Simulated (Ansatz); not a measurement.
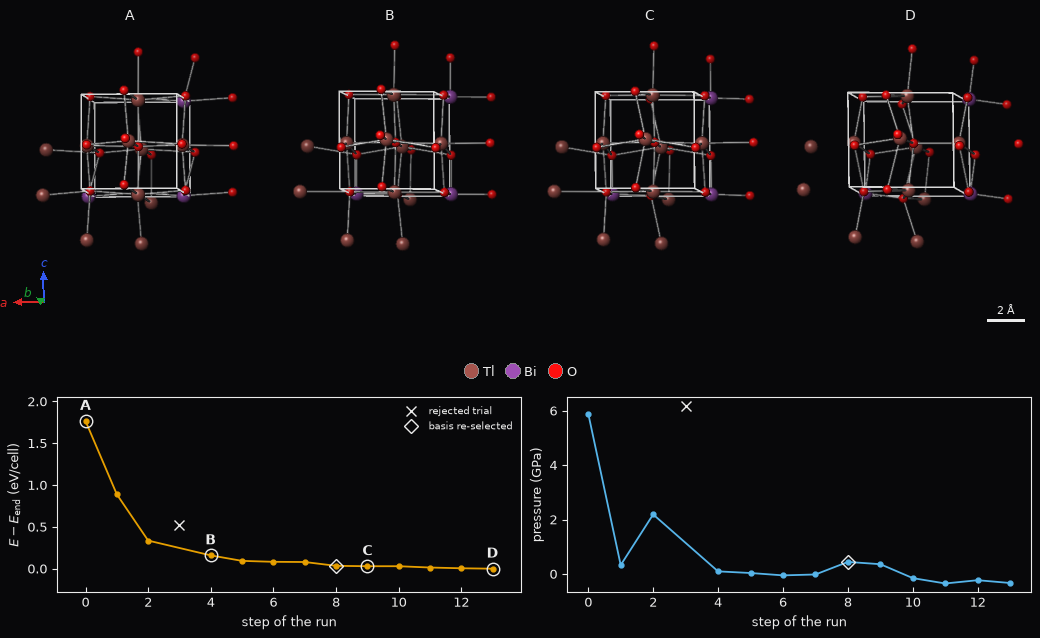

Frames of a relaxation of a crystal of Tl3BiO4 (a generated structure, set up in P1) (coarse preliminary run), marked on the history of the run. The picture is a ball-and-stick view of the cell of the calculation, seen from a free direction.

Method: DFT PBE, scalar-relativistic, plane waves, PAW (Ansatz). (plane-wave cutoff 420 eV; k-point mesh 4 × 4 × 4; occupations gaussian; smearing width 0.2 eV; no spin polarisation; cell and atoms relaxed; force threshold 0.025 eV/Å; at most 60 steps)

Question: What happens along the run?

Answer: The run was cut off at its time limit before the relaxation converged, so the last structure is only a point on the way. An O atom moves most relative to the cell: 0.66 Å along [3 −2 −2]. Largest moves by element: O 0.66 Å, Bi 0.41 Å, Tl 0.31 Å. The drawn cell changes as follows: a 5.269 → 5.774 Å (+9.6 %), b 5.037 → 5.136 Å (+2.0 %), c 5.164 → 5.160 Å (−0.1 %), α 89.8° → 89.1°, β 89.5° → 88.3°, γ 91.6° → 88.5°; the volume changes by +11.6 %. Some distances before and after: Bi–O 2.591 → 3.738 Å, O–Tl 2.600 → 3.286 Å, Bi–O 2.692 → 2.083 Å, O–Tl 2.137 → 2.703 Å. Bonds break: Bi–O (2.59 → 3.74 Å). Among the angles between lasting bonds that change: Tl–O–Tl 176.9° → 166.2°, O–Tl–O 176.9° → 166.2°, O–Bi–O 84.2° → 94.4°. The space group stays P1 (No. 1). After 11 accepted moves (13 points after the start) the energy has fallen by 1.766 eV per cell of the calculation. The largest force component goes from 2.6 to 0.15 eV/Å. The pressure goes from 5.89 to −0.33 GPa. The line search rejected the trial step at point 3 of the run. The SCF was repeated once at an unchanged geometry on a basis and grid sized afresh for the cell, which shifted the energy by 45.8 meV per cell of the calculation at most. From step 0 to 4: the Bi atom moves most (0.41 Å), volume +7.4 %, energy −1.607 eV per cell of the calculation. From step 4 to 9: an O atom moves most (0.23 Å), volume +1.4 %, energy −0.130 eV per cell of the calculation. From step 9 to 13: an O atom moves most (0.32 Å), volume +2.5 %, energy −29.5 meV per cell of the calculation.

| step | E − E(0), meV/atom | largest force component, eV/Å | pressure, GPa | volume, Å³/atom | note |
| --- | --- | --- | --- | --- | --- |
| 0 | 0.00 | 2.5779 | 5.89 | 17.124 |  |
| 1 | -109.66 | 1.0017 | 0.33 | 17.794 |  |
| 2 | -178.70 | 0.6428 | 2.19 | 17.717 |  |
| 3 | -155.04 | 3.7137 | 6.16 | 18.109 | rejected |
| 4 | -200.85 | 0.5300 | 0.10 | 18.385 |  |
| 5 | -209.05 | 0.1089 | 0.04 | 18.546 |  |
| 6 | -210.45 | 0.0414 | -0.05 | 18.605 |  |
| 7 | -210.74 | 0.0237 | -0.02 | 18.595 |  |
| 8 | -216.46 | 0.0264 | 0.44 | 18.595 | same geometry, new basis |
| 9 | -217.05 | 0.0400 | 0.36 | 18.640 |  |
| 10 | -217.04 | 0.0666 | -0.15 | 18.851 |  |
| 11 | -219.00 | 0.0719 | -0.35 | 18.971 |  |
| 12 | -220.10 | 0.1323 | -0.23 | 19.035 |  |
| 13 | -220.74 | 0.1481 | -0.33 | 19.110 |  |
